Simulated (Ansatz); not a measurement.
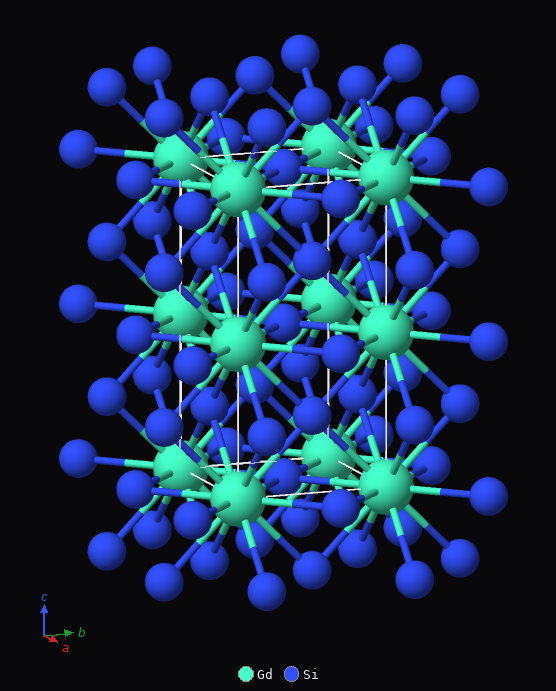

An orthographic ball-and-stick view of the structure, slightly off an axis. The wireframe shows the unit cell. Bonds that leave the box are completed with the atoms at their other ends.

GdSi$_{3}$, a = 4.168 Å, b = 4.168 Å, c = 8.312 Å, α = 90.00°, β = 90.00°, γ = 90.00°. Strictly the space group is P4/mmm (No. 123, within 0.01 Å). It is a distorted form of a primitive cubic structure, space group Pm-3m (No. 221) within 0.25 Å: Cu₃Au (L1₂) type. The structure was taken from a structure type filled with these elements by a generator (whether the compound takes this form wasn't checked). Earlier steps of the study may have refined or changed the cell and positions. Ansatz was used for an electronic-structure calculation on it.

This one geometry was computed with Ansatz (DFT, plane waves, PAW) at four levels of theory: PBE+U (U_eff = 5.00 eV on Gd f), PBE+U (U_eff = 6.00 eV on Gd f), PBE+U (U_eff = 3.00 eV on Gd f) and PBE+U (U_eff = 7.00 eV on Gd f).

> How does the band gap change with the level of theory?

All levels give a metal.

> Collect the results in a table.

| level | cutoff (eV) | k-mesh of the run's cell | gap (eV) | pressure (GPa) | absolute moment (μB/atom) |
| --- | --- | --- | --- | --- | --- |
| PBE+U (U_eff = 5.00 eV on Gd f) | 420 | 8×8×4 | metal | -0.2 | 1.82 |
| PBE+U (U_eff = 6.00 eV on Gd f) | 420 | 8×8×4 | metal | 0.0 | 1.82 |
| PBE+U (U_eff = 3.00 eV on Gd f) | 420 | 8×8×4 | metal | -0.5 | 1.81 |
| PBE+U (U_eff = 7.00 eV on Gd f) | 420 | 8×8×4 | metal | 0.1 | 1.82 |

Gaps are taken on the k-mesh or band path of each run.
